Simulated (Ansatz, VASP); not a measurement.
# BAs: VASP beside Ansatz, part 2 of 2

Wanted: the spread between two codes on one cell, functional and k mesh.

VASP 6.6.1 and Ansatz 0.2.0.

So far: The structure; VASP: band structure, r2SCAN-EpsX.

**3. Ansatz: band structure, r2SCAN-EpsX**

Level of this step: Ansatz beside VASP: Kohn-Sham DFT, plane waves, r2SCAN-EpsX (Ansatz).

Ansatz runs on its default PAW (the set named soft_2) files.

The same cell, functional, mesh and smearing now go to Ansatz, which takes its cutoff from its data sets.

File input.yaml:

```yaml
crystal:
  lattice:
    - [0.0, 2.3885, 2.3885]
    - [2.3885, 0.0, 2.3885]
    - [2.3885, 2.3885, 0.0]
  atoms:
    - { symbol: As, position: [0.75, 0.75, 0.75] }
    - { symbol: B, position: [0.0, 0.0, 0.0] }
hamiltonian:
  xc: { exchange: r2scan, correlation: r2scan, exx: { coeff: 0.102 } }
  pseudopotentials: { kind: paw }
kpoints:
  mp_grid: { grid: [5, 5, 5] }
  band_path:
    path:
      - [0.0, 0.0, 0.0]
      - [0.38889, 0.0, 0.38889]
      - [0.5, 0.0, 0.5]
      - [0.5, 0.22222, 0.72222]
      - [0.40278, 0.34722, 0.75]
      - [0.125, 0.125, 0.25]
      - [0.27778, 0.27778, 0.27778]
      - [0.55556, 0.38889, 0.55556]
      - [0.58333, 0.25, 0.66667]
      - [0.5, 0.30556, 0.69444]
      - [0.48611, 0.48611, 0.52778]
      - [0.625, 0.25, 0.625]
      - [0.5, 0.0, 0.5]
    npoints: 1
scf:
  occupations: { method: gaussian, width: 0.03 }
  n_extra_bands: 7
output:
  forces: true
  stress: true
  eigenvalues: true
```

The run is started by

```console
$ ansatz run input.yaml --threads 4 --pin off --max-ram 9216MiB --backend cpu --events-out ev --progress --plain --runs-dir out
```

Numbers of over 12 decimals in the logs are rounded to 6 here.

Output:

```text
Warning: output.stress: scf.convergence.dr2_threshold = 1e-7 eV (the SCF's general default) is looser than the 2e-10 eV advised for a printed stress (1e-10 eV for each atom of the cell: 2). What an SCF threshold leaves in a stress goes as its square root, and in the free energy as the threshold itself, and one threshold admits the most on a small cell: [figures from the program's tests cut] Set scf.convergence.dr2_threshold to 2e-10 eV or tighter. The threshold is an SCF's pass mark: one that does not reach it within its budget of iterations ends unconverged, or closes short of it on a stop that the run arms, and scf.convergence.dr2_threshold's page says what that costs each kind of run
Warning: output.stress: scf.exx.energy_threshold = 1e-6 eV is looser than the 2e-8 eV advised for a stress under a hybrid functional (1e-8 eV for each atom of the cell: 2). Every SCF of the exchange loop can meet its threshold on dr2 while the loop round them stops early: no threshold on dr2 bounds what that leaves in the stress. Set scf.exx.energy_threshold to 2e-8 eV or tighter. The threshold is the loop's pass mark: a loop that does not reach it within its budget of cycles ends unconverged, and scf.exx.energy_threshold's page has the law
scf.n_extra_bands = 7 over 9 filled bands (N_el = 18.0): the run solves 16 bands
Engine: ansatz 0.2.0, aarch64-unknown-linux-gnu
Pseudopotentials: kind: paw
Pseudopotential: As, paw, valence charge 15, recommended cutoff 500 eV (meta_gga), As.paw.azcp
Pseudopotential: B, paw, valence charge 3, recommended cutoff 500 eV (meta_gga), B.paw.azcp
Functional definition: unnamed
  parameter a_1 = 0.102
  exchange = (1 - a_1)*r2scan_x + a_1*exact_x
  correlation = r2scan_c
Crystal: 2 atoms, lattice volume = 27.252 Å³
Basis set: ecut = 500 eV, 701 PW (Γ), exchange–correlation on 100×100×100 points (64 copies of the dense FFT grid, shifted against one another)
Bands: 16, of which v1, the nominal top of the filled ones, is band 9 counted from 1 (8 counted from 0)
Symmetry: 24 space group operations
Space group: F-43m (ITA 216), of the structure as read, at distance tolerance 3.0e-5 Å
k-points: 10 of 125 (time reversal used)
Non-local potential: As, projectors of the file, l = 0: 2, l = 1: 2, l = 2: 3, l = 3: 1
Non-local potential: B, projectors of the file, l = 0: 2, l = 1: 2, l = 2: 1
PAW form: soft (Blöchl's): semilocal exchange-correlation on the pseudo side does not see the compensation charge
PAW frozen core: As, regenerated for the run's functional, and the local potential with it (the file was generated under x = pbe(κ = 0.804, μ = 0.219515), c = pbe(β = 0.066725))
PAW frozen core: B, regenerated for the run's functional, and the local potential with it (the file was generated under x = pbe(κ = 0.804, μ = 0.219515), c = pbe(β = 0.066725))
PAW one-centre angular grid: As, 590 points (default); XC on 160 Gauss nodes
PAW one-centre angular grid: B, 302 points (default); XC on 160 Gauss nodes
Initial density: superposition of atomic densities (neutral atoms: chi_scale 0, normalization atom), corrected by the library's trained network
Initial wavefunctions: pseudopotential atomic-orbital guess
Functional: x = r2scan, c = r2scan; τ floored in thin density (d = 2e-4 eV/Å³), warm-up for x = 0.898 r2scan + 0.102 exact, c = r2scan; τ floored in thin density (d = 2e-4 eV/Å³)
SCF iter   1: F=—  HF=-5021.259569 eV  |F-HF|=—  |Δ(HF+E_count)|=         —  Δρ=6.00e-3  dr2=1.01e-2  dr2_τ=9.85e-2  ethr=1.77e-3  ⟨swp⟩=9.3  Hψ=729  notcnv=0
preconditioner: auto → none  [insulator: Δε(μ)=1.338 eV  Ē_g=16.575 eV  σ=0.030 eV  W_gap=1.00  n_scr=8 (ndim 8)  ℏωp=20.1 eV  f_vac=0.000  D(μ)=0.00/eV (n_scr^D=0)]
iter 2 solved again at ethr=5.30e-6 eV; its pass at ethr=5.62e-5 eV (dr2=9.55e-4 eV) is discarded
SCF iter   2: F=—  HF=-5021.285607 eV  |F-HF|=—  |Δ(HF+E_count)|=   2.60e-2  Δρ=2.59e-3  dr2=9.58e-4  dr2_τ=1.02e-4  ethr=5.30e-6  ⟨swp⟩=2.0  Hψ=748  notcnv=0
SCF iter   3: F=—  HF=-5021.285738 eV  |F-HF|=—  |Δ(HF+E_count)|=   1.31e-4  Δρ=1.37e-3  dr2=2.44e-4  dr2_τ=3.40e-6  ethr=5.30e-6  ⟨swp⟩=2.0  Hψ=252  notcnv=0
SCF iter   4: F=-5021.285809 eV  HF=-5021.285806 eV  |F-HF|=3.24e-6  |Δ(HF+E_count)|=   6.77e-5  Δρ=3.61e-4  dr2=1.69e-5  dr2_τ=4.06e-7  ethr=1.36e-6  ⟨swp⟩=2.0  Hψ=258  notcnv=0
SCF 1 stopped early in 4 iterations: F = -5021.285809 eV  dr2 = 1.69e-5
  greatest PAW one-centre occupation: 0.999 electrons in one spin orbital (limit 2), on the As atom at site 0 (counted from 0), in its partial waves of l = 2
Initial density: handed on by an earlier stage of this run
Initial wavefunctions: those handed on with the density
Functional: x = 0.898 r2scan + 0.102 exact, c = r2scan; τ floored in thin density (d = 2e-4 eV/Å³)
Frozen-core exchange: fock
SCF iter   1: F=—  HF=-5020.952477 eV  |F-HF|=—  |Δ(HF+E_count)|=         —  Δρ=2.12e-3  dr2=5.60e-4  dr2_τ=2.03e-5  ethr=9.41e-7  ⟨swp⟩=5.3  Hψ=688  notcnv=0
preconditioner: auto → none  [insulator: Δε(μ)=1.859 eV  Ē_g=17.435 eV  σ=0.030 eV  W_gap=1.00  n_scr=8 (ndim 8)  ℏωp=20.1 eV  f_vac=0.002  D(μ)=0.00/eV (n_scr^D=0)]
SCF iter   2: F=—  HF=-5020.951976 eV  |F-HF|=—  |Δ(HF+E_count)|=   5.01e-4  Δρ=7.60e-4  dr2=1.14e-4  dr2_τ=6.81e-7  ethr=9.41e-7  ⟨swp⟩=3.9  Hψ=421  notcnv=0
SCF iter   3: F=—  HF=-5020.951985 eV  |F-HF|=—  |Δ(HF+E_count)|=   8.59e-6  Δρ=1.82e-4  dr2=1.27e-5  dr2_τ=1.16e-7  ethr=3.50e-7  ⟨swp⟩=2.0  Hψ=250  notcnv=0
SCF iter   4: F=—  HF=-5020.952252 eV  |F-HF|=—  |Δ(HF+E_count)|=   2.67e-4  Δρ=1.06e-4  dr2=1.29e-6  dr2_τ=3.17e-8  ethr=1.84e-8  ⟨swp⟩=4.0  Hψ=411  notcnv=0
SCF iter   5: F=-5020.952251 eV  HF=-5020.952251 eV  |F-HF|=7.09e-9  |Δ(HF+E_count)|=   6.79e-7  Δρ=2.34e-5  dr2=1.02e-7  dr2_τ=2.64e-9  ethr=7.05e-9  ⟨swp⟩=3.0  Hψ=309  notcnv=0
SCF 2 stopped early in 5 iterations: F = -5020.952251 eV  dr2 = 1.02e-7
hybrid outer 1: dexx = +2.112e-4 eV, tail = 7.22e-7 eV
Frozen-core exchange: fock
SCF iter   1: F=—  HF=-5020.952259 eV  |F-HF|=—  |Δ(HF+E_count)|=         —  Δρ=1.03e-5  dr2=1.28e-8  dr2_τ=5.64e-10  ethr=2.01e-8  ⟨swp⟩=4.8  Hψ=426  notcnv=0
preconditioner: auto → none  [insulator: Δε(μ)=1.868 eV  Ē_g=17.435 eV  σ=0.030 eV  W_gap=1.00  n_scr=8 (ndim 8)  ℏωp=20.1 eV  f_vac=0.002  D(μ)=0.00/eV (n_scr^D=0)]
SCF iter   2: F=-5020.952259 eV  HF=-5020.952259 eV  |F-HF|=2.18e-10  |Δ(HF+E_count)|=   7.97e-9  Δρ=2.65e-6  dr2=1.17e-9  dr2_τ=5.72e-11  ethr=6.83e-11  ⟨swp⟩=4.0  Hψ=394  notcnv=0
SCF 3 converged in 2 iterations: F = -5020.952259 eV  dr2 = 1.17e-9
  Residual-converged pass: ⟨swp⟩=2.1  Hψ=250  notcnv=0  max |occ|·‖R‖ = 2.0e-6 eV (tolerance 2.4e-6 eV)  dr2=1.17e-9  dr2_τ=5.72e-11  dr2_onsite=9.25e-10  max |Δocc| = 0.0e0
hybrid outer 2: dexx = +6.611e-9 eV, tail = 4.41e-9 eV, Δε = 4.12e-4 eV (about 4.71e-5 eV left of the loop's levels)
NSCF: frozen V_eff on 13 k-points
hybrid SCF converged: 2 outer / 7 inner (+4 warm-up), last move |dexx| = 6.61e-9 eV, tail = 4.41e-9 eV
Stability not checked: this state was not tested for a lower state beside it, because the functional holds exact exchange (a hybrid, or Hartree-Fock), whose exchange loop this test does not read (fock_operator; see scf.lower_state_search)
Free energy (F): -5020.952259 eV
Frozen-core exchange: fock
Harris-Foulkes:  -5020.952259 eV  (|F-HF|=2.18e-10)
Internal energy: -5020.952259 eV  (E = F + TS)
E sigma→0 (E₀):  -5020.952259 eV
Fermi energy:    11.715977 eV
--- Per-component energies (eV) ---
  E_band       = -242.863218
  E_kinetic    = 151.522735
  E_local      = -1694.578272  (includes V_loc(G=0)·N_el)
  E_nonlocal   = -657.950258
  E_hartree    = 941.629228
  E_xc         = -96.057162
  E_vxc        = -113.412740  (∫ρ·V_xc dr)
  E_exx        = -30.253296  (= α·E_x^exact, valence–valence)
  E_paw        = -1907.893855  (= ΣΔE_a)
  E_vpaw       = 243.536549  (= ΣTr[D̂ρ^β])
  E_aug_tail   = -0.000007  (compensation charges beyond the density's cutoff)
  E_vtau       = 5.267275  (kinetic-family band-sum trace: ∫τ·v_τ [+ j·A + Jᵃ·Aᵃ] dr)
  E_ewald      = -1725.774997
  E_core_change = -1.596375  (= ΣΔE_core)
  E_smearing   = -0.000000  (= −TS)
  E_closure    = 0.000000  (closes the sum)
  Σ components = -5020.952259   (vs F -5020.952259, Δ=0.00e0)
--- Forces (eV/Å), atoms counted from 1 ---
  atom   1  As    -0.00000000     0.00000000    -0.00000000
  atom   2  B     -0.00000000     0.00000000    -0.00000000
  max |Σ_I F_I| component: 5.64e-16 eV/Å
--- Stress (GPa, compression-positive) ---
       -0.155908       0.000000      -0.000000
        0.000000      -0.155908       0.000000
       -0.000000       0.000000      -0.155908
  P = ⅓ Tr σ = -0.1559 GPa (-1.559 kbar)
--- Band table (eV; the first three rows and the last of 10) ---
  k-point 0: bands = [... 5 lower, -5.9504, 10.7822, 10.7822, 10.7822, 14.7919, 14.7919, 14.7919, 16.5755, ... 3 higher]
  k-point 1: bands = [... 5 lower, -5.2457, 6.6905, 9.8222, 9.8222, 14.8583, 16.0192, 16.0192, 19.2244, ... 3 higher]
  k-point 2: bands = [... 5 lower, -3.4039, 2.1288, 8.8950, 8.8950, 14.3884, 16.4885, 16.4885, 21.0215, ... 3 higher]
  k-point 9: bands = [... 5 lower, -1.8751, 2.3723, 4.8519, 6.2650, 16.1659, 17.1168, 17.9117, 21.8469, ... 3 higher]
```

Elapsed: 22 s, on 4 threads of Arm Neoverse V1, shared host; peak memory 0.75 GiB.

**4. Differences**

Known differences besides the PAW data sets themselves: exact exchange at q = 0 is treated differently, which shows on coarse meshes; VASP keeps PBE cores, Ansatz makes them for the functional; the data sets hold 18 valence electrons in Ansatz (default PAW (the set named soft_2) files) and 8 in VASP; the cutoff is 500 eV in Ansatz and 370 eV in VASP; VASP takes a coarser grid for exact exchange (PRECFOCK = Fast). Total energies have different zeros and are not compared.

The two programs side by side:

```csv
quantity,Ansatz,VASP,difference
gap over the path points (eV),1.869,1.879,-0.010
```

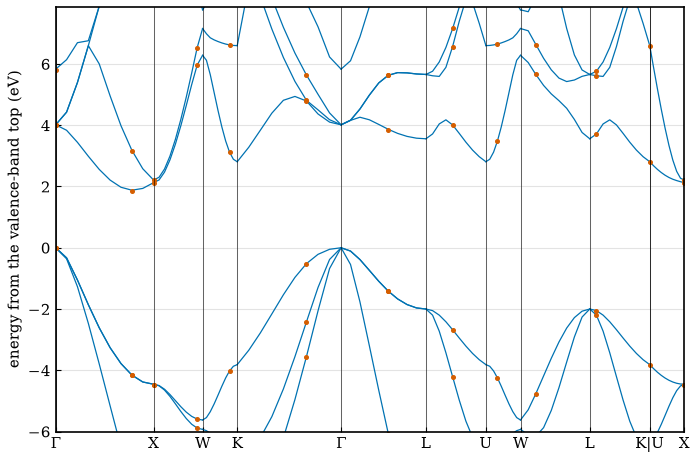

Bands from VASP (lines) and levels from Ansatz (dots). Dots without a line are higher empty bands that the VASP plot leaves out.

Levels at points of the path, from each program's valence-band top (eV; 3 filled, then empty):

```
k (reciprocal lattice)                             Ansatz                               VASP
     0.000 0.000 0.000      0.00 0.00 0.00 4.01 4.01 4.01      0.00 0.00 0.00 4.01 4.01 4.01
     0.389 0.000 0.389  -7.81 -4.16 -4.16 1.87 3.17 11.69  -7.80 -4.16 -4.16 1.88 3.18 11.65
     0.500 0.000 0.500  -9.42 -4.47 -4.47 2.11 2.20 13.00  -9.40 -4.46 -4.46 2.13 2.21 12.96
     0.500 0.222 0.722   -8.96 -5.90 -5.60 5.97 6.53 8.43   -8.95 -5.89 -5.59 5.96 6.53 8.42
     0.403 0.347 0.750  -9.00 -6.41 -4.03 3.11 6.63 10.16  -8.99 -6.40 -4.02 3.12 6.62 10.14
     0.125 0.125 0.250   -3.56 -2.43 -0.52 4.79 4.81 5.63   -3.55 -2.42 -0.52 4.79 4.81 5.64
     0.278 0.278 0.278   -6.07 -1.42 -1.42 3.85 5.63 5.63   -6.06 -1.41 -1.41 3.87 5.63 5.63
     0.556 0.389 0.556   -9.27 -4.22 -2.68 4.00 6.57 7.16   -9.26 -4.21 -2.67 4.01 6.57 7.15
     0.583 0.250 0.667   -8.99 -6.37 -4.26 3.48 6.65 9.80   -8.98 -6.36 -4.25 3.48 6.65 9.78
     0.500 0.306 0.694   -8.83 -6.16 -4.77 5.66 6.63 8.20   -8.81 -6.15 -4.76 5.65 6.63 8.20
```

Among the levels compared (up to four filled and three empty ones at each point), filled levels agree within 16 meV and empty ones within 42 meV.

**5. Summary of results**

| Quantity | Value |
| --- | --- |
| difference in gap over the path points (band structure, r2SCAN-EpsX) | -0.010 eV |

In words: The difference in gap over the path points is -0.010 eV (band structure, r2SCAN-EpsX), within the 0.08 eV picked in this series as the mark of a large difference. How closely two codes agree says nothing of how well the functional describes the real material.

[Lines on the potential files, build, host, timing and source positions are cut from VASP's logs without a mark.]

[Logs are printed without paths, hosts, clocks, repeated set-up lines and the standing remarks that a program may print on its own settings, such as how far it seeks lower states.]

[Hosts, paths, dates, database ids (printed as entryN), source tags and the programs' standing remarks are cut or masked in the printed files.]
